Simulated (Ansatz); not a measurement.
**Cl2GaH2N···PH3: density, localisation and related maps**

Input

```
crystal:
  periodic: [false, false, false]
  atoms:
    - { symbol: Ga, position_ang: [0.052949, -0.286543, 0.148632] }
    - { symbol: "N", position_ang: [0.098002, -0.509819, 2.0139] }
    - { symbol: H, position_ang: [-0.754729, -0.372686, 2.547637] }
    - { symbol: H, position_ang: [0.910732, -0.186311, 2.530727] }
    - { symbol: Cl, position_ang: [1.9054, -0.10056, -0.89384] }
    - { symbol: Cl, position_ang: [-1.771616, -0.418302, -0.94143] }
    - { symbol: P, position_ang: [-0.761891, 2.975218, 1.11136] }
    - { symbol: H, position_ang: [-2.048432, 2.560218, 0.652179] }
    - { symbol: H, position_ang: [-1.228383, 3.238108, 2.438974] }
    - { symbol: H, position_ang: [-0.370932, 1.648277, 1.473861] }
basis:
  gaussian: { orbitals: def2-SVP }
hamiltonian:
  xc: pbe0
relax:
  f_tol: 0.03
  max_steps: 50
output:
  orbitals: {}
```

Run with:

```sh
ansatz run input.yaml --threads 4 --pin off --max-ram 5120MiB --backend cpu --events-out ev --progress --plain --runs-dir out
```

The fields are those of the run's last geometry, not of the input's.

The calculation used RKS PBE0/def2-SVP in Ansatz.

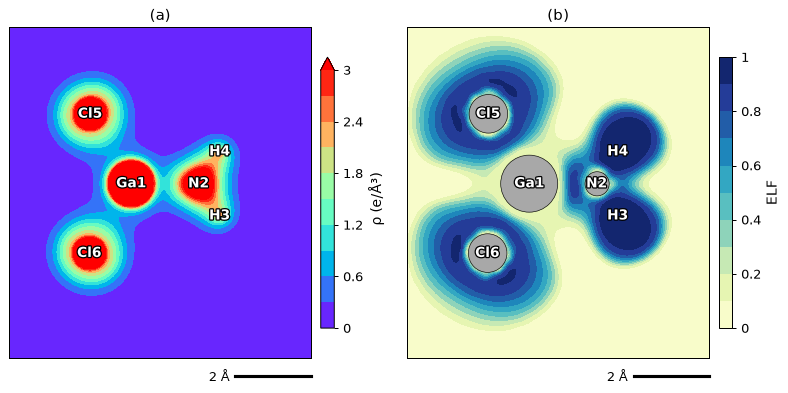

Figure 1. (a) total electron density; (b) electron localisation function on the plane of atoms N2, Ga1 and Cl5. Grey discs cover the atomic cores in the ELF map.

### What does the map show?

The plane passes through Ga, N, H and Cl nuclei. Ga–N (1.79 Å): the density is about 0.97 e/Å³ at the midpoint; the ELF peaks at about 0.85 in the valence shell of N, 0.6 Å from its nucleus, and is about 0.35 at the midpoint. Ga–Cl (2.13 Å): ρ is about 0.7 e/Å³ halfway; the ELF peaks at about 0.85 in the valence shell of Cl, 0.8 Å from its nucleus, and is about 0.55 at the midpoint. N–H (1.01 Å): the density is about 2.8 e/Å³ at the midpoint; the ELF climbs to about 1 towards the hydrogen, as it does in any bond to H (an ordinary covalent bond to hydrogen). The ELF also peaks beside Cl6 and Cl5, away from the bonds: lone-pair regions.

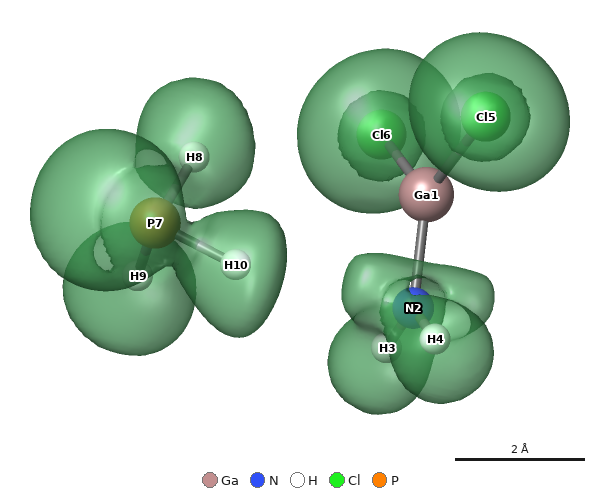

Figure 2. Isosurface of the electron localisation function at 0.75 (green), seen at a tilt. Core shells and regions of very low density are left out.

### Describe the localisation domains.

The ELF exceeds this value in two regions wrapped around Cl (the valence shell of each), one joined region spread over several atoms (H, N), in which their bonds and any lone pairs are merged and one joined region spread over several atoms (H, P), in which their bonds and any lone pairs are merged. Profiles from the grid: Ga1···H10 (3.29 Å): the ELF dips to about 0 between them: a non-bonded, intermolecular contact.

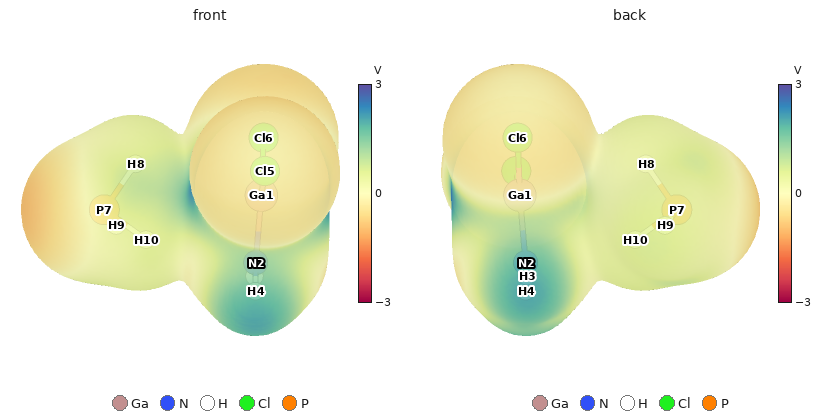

Figure 3. The molecular electrostatic potential painted on the density surface at 0.002 e/bohr³, seen from the front and from behind; the colour scale runs from red (negative) to blue (positive).

### Describe the electrostatic potential map.

The most negative region (about −0.9 V, or −21 kcal/mol for a unit charge) lies over P7, the most positive (about +2.4 V, or +55 kcal/mol for a unit charge) over Ga1.

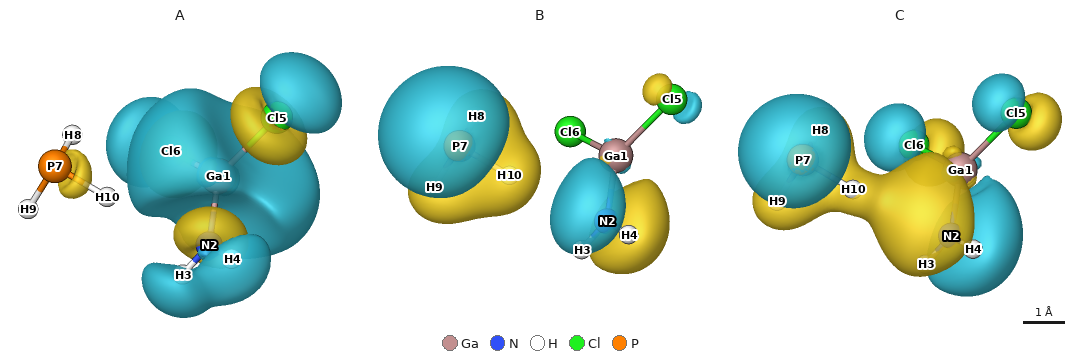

Figure 4. Three frontier orbitals at ±0.06 Å⁻³ᐟ² (yellow and cyan are the two phases), in no order.

### Which picture is the HOMO−1, the HOMO and the LUMO?

C is the HOMO−1 (−8.07 eV). Its weight (Hirshfeld) is mainly on N2 (about 50 %), P7 (about 20 %) and Ga1 (about 10 %). B is the HOMO (−7.73 eV). Its weight (Hirshfeld) is mainly on P7 (about 60 %) and N2 (about 20 %). A is the LUMO (−0.93 eV). Its weight (Hirshfeld) is mainly on Ga1 (about 45 %), Cl5 (about 15 %), Cl6 (about 15 %) and N2 (about 10 %).

### What is the HOMO–LUMO gap?

6.80 eV between the orbital energies.
